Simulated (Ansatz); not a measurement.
# CH2F (SMILES [CH2]F) at 6 levels

Wanted: a comparison of 6 runs (U-wB97M-V/STO-3G, U-wB97X/STO-3G, UPBE/STO-3G, UPBE0/STO-3G, RPA@PBE/STO-3G, FCI/STO-3G) of CH2F. 

The calculation is run with Ansatz 0.2.0.

47 further runs of the same task are left out: 47 set aside as unsound or not needed.

### 1 The structure to begin with

CH2F has 4 atoms, charge 0, and is taken as a doublet. As SMILES, `[CH2]F`. The H4–C1 distance was set to 1.352 Å, away from the relaxed value.

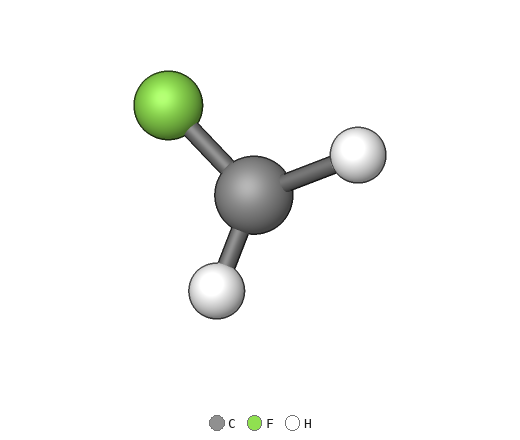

The structure, seen from a chosen angle (carbon grey, fluorine green, hydrogen white).

### 2 A single-point energy at U-wB97M-V/STO-3G (run 1)

File input.yaml:

```yaml
crystal:
  periodic: [false, false, false]
  atoms:
    - {symbol: C, position_ang: [-0.044373, 0.205135, -0.193616]}
    - {symbol: F, position_ang: [0.935727, 0.956735, 0.302084]}
    - {symbol: H, position_ang: [-0.961173, 0.735035, -0.415016]}
    - {symbol: H, position_ang: [0.027000, -1.108700, 0.119000]}
basis:
  gaussian:
    orbitals: STO-3G
magnetization:
  spin_polarized: true
  initial_magnetization: 1
hamiltonian:
  xc: {name: wB97M-V}
accuracy: high
```

Started as:

```
$ ansatz run input.yaml --threads 1 --pin off --max-ram 2610MiB --events-out events.jsonl --progress --plain --runs-dir runs
```

The log of the run:

```text
Warning: RAYON_NUM_THREADS=1 ignored (pool sized by the plan → 1); use --threads N
Functional definition: wB97M-V
  name "wB97M-V"
  parameter omega = 0.3/bohr
  parameter cx = 0.15
  parameter cx01 = 1.007
  parameter cx10 = 0.259
  parameter css00 = 0.443
  parameter css04 = -1.437
  parameter css10 = -4.535
  parameter css20 = -3.390
  parameter css43 = 4.278
  parameter cos00 = 1.000
  parameter cos10 = 1.358
  parameter cos20 = 2.924
  parameter cos21 = -8.812
  parameter cos60 = -1.390
  parameter cos61 = 9.142
  parameter b = 6.0
  parameter c = 0.01
  gx(w, u) = 1 - cx + cx01*u + cx10*w
  gss(w, u) = css00 + css04*u^4 + css10*w + css20*w^2 + css43*w^4*u^3
  gos(w, u) = cos00 + cos10*w + (cos20 + cos21*u)*w^2 + (cos60 + cos61*u)*w^6
  exchange = spin_sum(e_x_unif_sr(omega)*gx(b97_w, b97_u_x)) + cx*exact_x_sr(omega) + exact_x_lr(omega)
  correlation = spin_sum(e_c_pw_mod_same_spin*gss(b97_w, b97_u_same))
      + integral(e_c_pw_mod_opposite_spin*gos(b97_w_opposite, b97_u_opposite)) + vv10(b, c)
186 factors; integrals over basis functions are off by at most 1.4e-8 eV
103 factors; integrals over basis functions are off by at most 5.4e-10 eV
mean field evaluation 1: about -3730.1030 eV, gradient 7.7e0 eV
mean field evaluation 2: about -3730.4760 eV, gradient 4.6e0 eV
mean field evaluation 4: about -3730.6066 eV, gradient 2.3e-1 eV
mean field evaluation 8: about -3730.5676 eV, gradient 1.8e-2 eV
mean field evaluation 16: about -3730.5676 eV, gradient 3.2e-6 eV
mean field -3730.56760642 eV, -137.0958308664 hartree, gradient 3.7e-8 eV, S^2 0.753147; 0 other end points of the search recorded, 0 dependent functions left out
reference -3730.56760813 eV, -137.0958309294 hartree; 9, 8 occupied and 3, 4 virtual orbitals, 186 factors
Total energy: -3730.56760813 eV, -137.0958309294 hartree
```

It took 11 s on 1 thread of Arm Neoverse V2, shared host; peak memory 0.34 GiB.

### 3 The energy at U-wB97X/STO-3G (run 2)

File run.yaml:

```yaml
crystal:
  periodic: [false, false, false]
  atoms:
    - {symbol: C, position_ang: [-0.044373, 0.205135, -0.193616]}
    - {symbol: F, position_ang: [0.935727, 0.956735, 0.302084]}
    - {symbol: H, position_ang: [-0.961173, 0.735035, -0.415016]}
    - {symbol: H, position_ang: [0.027000, -1.108700, 0.119000]}
basis:
  gaussian:
    orbitals: STO-3G
hamiltonian:
  xc: {name: wB97X}
magnetization:
  spin_polarized: true
  initial_magnetization: 1
accuracy: high
```

Started as:

```
$ ansatz run run.yaml --threads 1 --pin off --max-ram 2610MiB --events-out events.jsonl --progress --plain --runs-dir runs
```

The log of the run, cut to the lines that bear on the results:

```text
Warning: RAYON_NUM_THREADS=1 ignored (pool sized by the plan → 1); use --threads N
Functional definition: wB97X
  name "wB97X"
[...]
      + exact_x_lr(omega)
[...]
      + integral(e_c_pw_opposite_spin*poly(b97_u_opposite, 1, cos1, cos2, cos3, cos4))
186 factors; integrals over basis functions are off by at most 1.4e-8 eV
103 factors; integrals over basis functions are off by at most 5.4e-10 eV
[...]
mean field -3730.37338622 eV, -137.0886934055 hartree, gradient 3.5e-8 eV, S^2 0.754227; 0 other end points of the search recorded, 0 dependent functions left out
reference -3730.37338508 eV, -137.0886933637 hartree; 9, 8 occupied and 3, 4 virtual orbitals, 186 factors
Total energy: -3730.37338508 eV, -137.0886933637 hartree
```

It took 4.2 s on 1 thread of Arm Neoverse V2, shared host; peak memory 0.28 GiB.

### 4 The energy at UPBE/STO-3G (run 3)

File input.yaml:

```yaml
crystal:
  periodic: [false, false, false]
  atoms:
    - symbol: C
      position_ang: [-0.044373, 0.205135, -0.193616]
    - symbol: F
      position_ang: [0.935727, 0.956735, 0.302084]
    - symbol: H
      position_ang: [-0.961173, 0.735035, -0.415016]
    - symbol: H
      position_ang: [0.027000, -1.108700, 0.119000]
basis:
  gaussian:
    orbitals: STO-3G
magnetization:
  spin_polarized: true
  initial_magnetization: 1
hamiltonian:
  xc: pbe
accuracy: high
```

Started as:

```
$ ansatz run input.yaml --threads 1 --pin off --max-ram 2610MiB --events-out events.jsonl --progress --plain --runs-dir runs
```

The log of the run:

```text
Warning: RAYON_NUM_THREADS=1 ignored (pool sized by the plan → 1); use --threads N
Functional definition: PBE
  name "PBE"
  parameter kappa = 0.804
  parameter beta = 0.06672455060314922
  exchange = pbe_x(kappa = kappa, mu = beta*pi^2/3)
  correlation = pbe_c(beta = beta)
186 factors; integrals over basis functions are off by at most 1.4e-8 eV
mean field evaluation 1: about -3726.3431 eV, gradient 8.2e0 eV
mean field evaluation 2: about -3725.9931 eV, gradient 1.1e1 eV
mean field evaluation 4: about -3726.8336 eV, gradient 4.2e-1 eV
mean field evaluation 8: about -3726.7742 eV, gradient 5.3e-3 eV
mean field evaluation 16: about -3726.7742 eV, gradient 7.7e-8 eV
mean field -3726.77415182 eV, -136.9564239812 hartree, gradient 8.1e-8 eV, S^2 0.752358; 0 other end points of the search recorded, 0 dependent functions left out
reference -3726.77415320 eV, -136.9564240317 hartree; 9, 8 occupied and 3, 4 virtual orbitals, 186 factors
Total energy: -3726.77415320 eV, -136.9564240317 hartree
```

Run time: 0.72 s. Hardware: 1 thread of Arm Neoverse V2, shared host; peak memory 0.1 GiB.

Runs 4 to 5 aren't shown in full; the table further down has their settings and results.

### 5 The energy at FCI/STO-3G (run 6)

Edit run.yaml of step 3 so:

```diff
@@ -8,9 +8,5 @@
 basis:
-  gaussian:
-    orbitals: STO-3G
-hamiltonian:
-  xc: {name: wB97X}
-magnetization:
-  spin_polarized: true
-  initial_magnetization: 1
+  gaussian: {orbitals: STO-3G}
+magnetization: {spin_polarized: true, initial_magnetization: 1}
+correlation: {method: fci, frozen_orbitals: {C: 1, F: 1, H: 0}}
 accuracy: high
```

Started as:

```
$ ansatz run run.yaml --threads 1 --pin off --max-ram 2610MiB --events-out events.jsonl --progress --plain --runs-dir runs
```

The log of the run:

```text
Warning: RAYON_NUM_THREADS=1 ignored (pool sized by the plan → 1); use --threads N
Functional definition: HF
  name "HF"
  exchange = exact_x
  correlation = 0
186 factors; integrals over basis functions are off by at most 1.4e-8 eV
mean field evaluation 1: about -3713.0225 eV, gradient 1.1e1 eV
mean field evaluation 2: about -3713.0961 eV, gradient 1.1e1 eV
mean field evaluation 4: about -3714.1152 eV, gradient 1.6e0 eV
mean field evaluation 8: about -3714.1833 eV, gradient 5.6e-2 eV
mean field -3714.18123240 eV, -136.4936427284 hartree, gradient 2.9e-8 eV, S^2 0.773498; 0 other end points of the search recorded, 0 dependent functions left out
mean field evaluation 16: about -3713.9982 eV, gradient 4.6e-1 eV
2 core orbitals not correlated: weight in the atoms' cores, before any rotation towards them, 1.000 or more for the frozen orbitals, at most 0.000 for the correlated occupied ones
reference -3714.07565436 eV, -136.4897628068 hartree; 7, 6 occupied and 3, 4 virtual orbitals, 186 factors
state -3716.67785738 eV, -136.5853920039 hartree
Total energy: -3716.67785738 eV, -136.5853920039 hartree
```

Wall time 0.2 s (1 thread of Arm Neoverse V2, shared host).

### 6 All runs side by side

```csv
run,level,frozen core orbitals,energy (Eh),⟨S²⟩,wall time
1,U-wB97M-V/STO-3G,–,-137.095831,0.753,11 s
2,U-wB97X/STO-3G,–,-137.088693,0.754,4.2 s
3,UPBE/STO-3G,–,-136.956424,0.752,0.72 s
4,UPBE0/STO-3G,–,-136.981604,0.754,0.8 s
5,RPA@PBE/STO-3G,2,-136.632595,0.752,0.86 s
6,FCI/STO-3G,2,-136.585392,–,0.2 s
```

### 7 What came out

| quantity | value |
| --- | --- |
| run 6: total energy | -136.58539 Eh |
| run 6: correlation energy (2 core orbitals frozen) | -95.6 mEh |

In words: Totals of different functionals can't be ranked against each other. In runs 1, 2, 3, 4, 5, 6 the basis is minimal, so the values are rough. All runs together took 18 s, the longest 11 s.
